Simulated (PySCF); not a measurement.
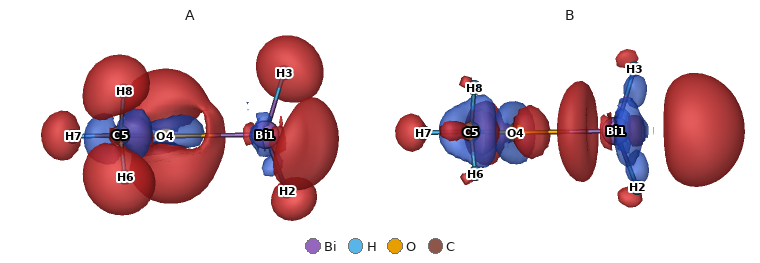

Figure. BiH2(OMe) (CH₅BiO). The two Fukui functions at ±0.02 e/Å³ (red positive, blue negative).

Computed with PySCF, TPSS/def2-SVPD, geometry: GFN2-xTB. Core potentials replace the inner electrons of Bi; spin–orbit coupling isn't included. No frequency check shows the geometry to be a minimum. GFN2-xTB bond lengths at metals and heavier atoms can be off by up to 0.1 Å and shapes distorted, which carries into these values.

The calculation's input:

```python
import numpy as np
from pyscf import gto, scf, dft
from pyscf.scf import atom_ks, atom_hf
from scipy.linalg import block_diag

def solve(mol, dm0=None, hcore=None):
    mf = (dft.UKS if mol.spin else dft.RKS)(mol, xc='tpss')
    mf.grids.level = 3
    mf = mf.density_fit(auxbasis='def2-universal-jkfit')
    mf.conv_tol, mf.max_cycle = 1e-8, 80
    if hcore is not None:
        mf.get_hcore = lambda *args: hcore
    mf.kernel(dm0)
    if not mf.converged:
        mf = mf.newton().run(mf.mo_coeff, mf.mo_occ, max_cycle=30)
    assert mf.converged, 'SCF not converged'
    return mf

mol = gto.M(atom='''
Bi    -0.42465     0.05187    -0.00209
H     -0.93752    -1.20079    -1.13883
H     -0.88980    -1.04559     1.30647
O      1.60283    -0.68118    -0.00079
C      2.59676     0.29195     0.00119
H      2.55643     0.94050    -0.88671
H      3.55422    -0.23444    -0.00292
H      2.55930     0.93262     0.89471
''', basis='def2-svpd', ecp={'Bi': 'def2-svpd'}, charge=0, spin=0, verbose=4)
mf = solve(mol)
out = dict(e0=mf.e_tot, dm0=mf.make_rdm1(), c=mf.mo_coeff, occ=mf.mo_occ, eps=mf.mo_energy)
for name, dq, spin in [('cation', 1, 1), ('anion', -1, 1)]:
    ion = mol.copy().set(charge=mol.charge + dq, spin=spin).build()
    mi = solve(ion)
    if spin and dq > 0 and mol.nao < 130:
        c, _, stable, _ = mi.stability(return_status=True)
        if not stable:
            mi = solve(ion, mi.make_rdm1(c, mi.mo_occ))
    print(name, 'vertical energy change / eV', (mi.e_tot - mf.e_tot) * 27.211386)
    out.update({'e_' + name: mi.e_tot, 'dm_' + name: mi.make_rdm1(), 's2_' + name: mi.spin_square()[0], 'eps_' + name: mi.mo_energy, 'occ_' + name: mi.mo_occ})
# spherically averaged free atoms, for the promolecule
atom_ks.AtomSphAverageRKS.init_guess_by_vsap = lambda self, mol=None: self.init_guess_by_minao(mol)  # core potentials
atm = atom_ks.get_atm_nrks(mol, xc='tpss')
pro = block_diag(*[(atm[a[0]][2] * atm[a[0]][3]) @ atm[a[0]][2].T for a in mol._atom])
np.savez('result.npz', pro=pro, **out)
```

Run with:

```sh
OMP_NUM_THREADS=1 python input.py
```

The run took 12 min on 1 thread of Intel(R) Xeon(R) Processor @ 2.50GHz (Skylake/Cascade Lake), with other jobs on the host, peak memory 0.69 GiB.

Partitions, critical points and surface values were worked out afterwards from this run's density.

Which panel is f⁻ (electron removed) and which f⁺ (electron added)?

Answer. A is f⁻, B is f⁺. f⁻ (Hirshfeld-condensed) is largest on Bi1 (0.27) and O4 (0.26); the vertical ionisation energy is 9.03 eV. f⁺ (Hirshfeld-condensed) is largest on Bi1 (0.61); the vertical electron affinity is −0.30 eV (the stability of the anion's solution wasn't checked; negative: at this level and geometry the extra electron isn't bound, and the finite basis holds it).

What chemical potential and hardness follow from the two energies?

Answer. μ = −(I + A)/2 = −4.36 eV and η = I − A = 9.32 eV.
